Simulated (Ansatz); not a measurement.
# SiH4O (Si(OH)H3) at B3LYP/STO-3G

Aim: the electronic atomisation energy of SiH4O (Si(OH)H3) at B3LYP/STO-3G, from 4 runs. 

The calculation is run with Ansatz 0.2.0.

57 further runs of the same task are left out: 2 that didn't finish, 55 set aside as unsound or not needed.

## Step 1: Starting point

SiH4O: 6 atoms, total charge 0, spin state singlet. As SMILES, `[H][Si]([H])([H])O`. The shape is that of a GFN2-xTB optimisation.

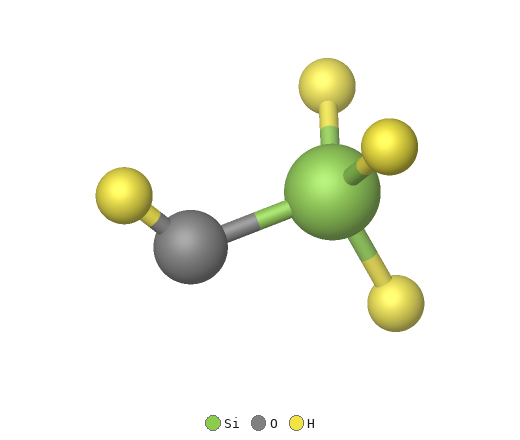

Viewed from a chosen angle; silicon green, oxygen grey, hydrogen yellow.

## Step 2: The energy at B3LYP/STO-3G

File molecule.yaml:

```yaml
crystal:
  periodic: [false, false, false]
  atoms:
    - {symbol: Si, position_ang: [-0.059940, -0.114970, -0.407910]}
    - {symbol: O, position_ang: [-0.059540, -0.091910, 1.217130]}
    - {symbol: H, position_ang: [0.327320, 0.620940, 1.717260]}
    - {symbol: H, position_ang: [1.313150, -0.112770, -0.916850]}
    - {symbol: H, position_ang: [-0.760380, 1.058380, -0.933190]}
    - {symbol: H, position_ang: [-0.760600, -1.359670, -0.676430]}
basis:
  gaussian:
    orbitals: STO-3G
hamiltonian:
  xc: {name: B3LYP}
accuracy: high
```

Launch:

```bash
$ ansatz run molecule.yaml --threads 1 --pin off --max-ram 2610MiB --events-out events.jsonl --progress --plain --runs-dir runs
```

The program printed:

```text
Warning: RAYON_NUM_THREADS=1 ignored (pool sized by the plan → 1); use --threads N
Functional definition: B3LYP
  name "B3LYP"
  parameter a0 = 0.2
  parameter ax = 0.72
  parameter ac = 0.81
  exchange = (1 - a0 - ax)*slater_x + ax*b88_x + a0*exact_x
  correlation = (1 - ac)*vwn_rpa_c + ac*lyp_c
314 factors; integrals over basis functions are off by at most 2.2e-8 eV
mean field evaluation 1: about -9867.7123 eV, gradient 2.2e1 eV
mean field evaluation 2: about -9867.9173 eV, gradient 2.2e1 eV
mean field evaluation 4: about -9869.3126 eV, gradient 3.1e-1 eV
mean field evaluation 8: about -9869.2806 eV, gradient 1.9e-3 eV
mean field evaluation 16: about -9869.2806 eV, gradient 2.6e-8 eV
mean field -9869.28060701 eV, -362.6893726691 hartree, gradient 2.6e-8 eV, S^2 0.000000; 0 other end points of the search recorded, 0 dependent functions left out
reference -9869.28063333 eV, -362.6893736363 hartree; 13, 13 occupied and 5, 5 virtual orbitals, 314 factors
Total energy: -9869.28063333 eV, -362.6893736363 hartree
```

Wall time 0.91 s (1 thread of Intel Xeon Platinum 8488C (Sapphire Rapids), shared host).

## Step 3: The H atom at the same level

File job.yaml:

```yaml
crystal:
  periodic: [false, false, false]
  atoms:
    - symbol: H
      position_ang: [0.000000, 0.000000, 0.000000]
basis:
  gaussian:
    orbitals: STO-3G
magnetization:
  spin_polarized: true
  initial_magnetization: 1
hamiltonian:
  xc: {name: B3LYP}
accuracy: high
```

Launch:

```bash
$ ansatz run job.yaml --threads 1 --pin off --max-ram 2610MiB --events-out events.jsonl --progress --plain --runs-dir runs
```

The program printed:

```text
Warning: RAYON_NUM_THREADS=1 ignored (pool sized by the plan → 1); use --threads N
Functional definition: B3LYP
  name "B3LYP"
  parameter a0 = 0.2
  parameter ax = 0.72
  parameter ac = 0.81
  exchange = (1 - a0 - ax)*slater_x + ax*b88_x + a0*exact_x
  correlation = (1 - ac)*vwn_rpa_c + ac*lyp_c
1 factors; integrals over basis functions are off by at most 4.6e-10 eV
mean field evaluation 1: about -12.7222 eV, gradient 0.0e0 eV
mean field evaluation 2: about -12.7222 eV, gradient 0.0e0 eV
mean field -12.72219657 eV, -0.4675321004 hartree, gradient 0.0e0 eV, S^2 0.750000; 0 other end points of the search recorded, 0 dependent functions left out
reference -12.72220983 eV, -0.4675325880 hartree; 1, 0 occupied and 0, 1 virtual orbitals, 1 factors
Total energy: -12.72220983 eV, -0.4675325880 hartree
```

Run time: 0.08 s. Hardware: 1 thread of Intel Xeon Platinum 8488C (Sapphire Rapids), shared host.

## Step 4: The O atom, same level

File job.yaml:

```yaml
basis:
  gaussian: {orbitals: STO-3G}
crystal:
  periodic: [false, false, false]
  atoms:
    - symbol: O
      position_ang: [0.000000, 0.000000, 0.000000]
total_charge: 0
magnetization: {spin_polarized: true, initial_magnetization: 2}
hamiltonian: {xc: {name: B3LYP}}
accuracy: high
```

Run the same way, it converges to -74.03486 Eh (log not shown).

## Step 5: The Si atom at the same level

File in.yaml:

```yaml
crystal:
  periodic: [false, false, false]
  atoms:
    - {symbol: Si, position_ang: [0.000000, 0.000000, 0.000000]}
basis:
  gaussian:
    orbitals: STO-3G
magnetization:
  spin_polarized: true
  initial_magnetization: 2
hamiltonian:
  xc: {name: B3LYP}
accuracy: high
```

Run the same way, it converges to -285.94209 Eh (log not shown).

## Step 6: Summary of results

At B3LYP/STO-3G:

| quantity | value |
| --- | --- |
| molecule: total energy | -362.68937 Eh |
| H atom: total energy | -0.46753 Eh |
| H atom: ⟨S²⟩ | 0.750 |
| O atom: total energy | -74.03486 Eh |
| O atom: ⟨S²⟩ | 2.000 |
| Si atom: total energy | -285.94209 Eh |
| Si atom: ⟨S²⟩ | 2.000 |
| electronic atomisation energy | 22.920 eV |

Taking the molecule apart into free atoms costs 22.92 eV (529 kcal/mol), before zero-point energy and without spin-orbit coupling. In a minimal basis such a difference can be off by several eV, whatever the method.
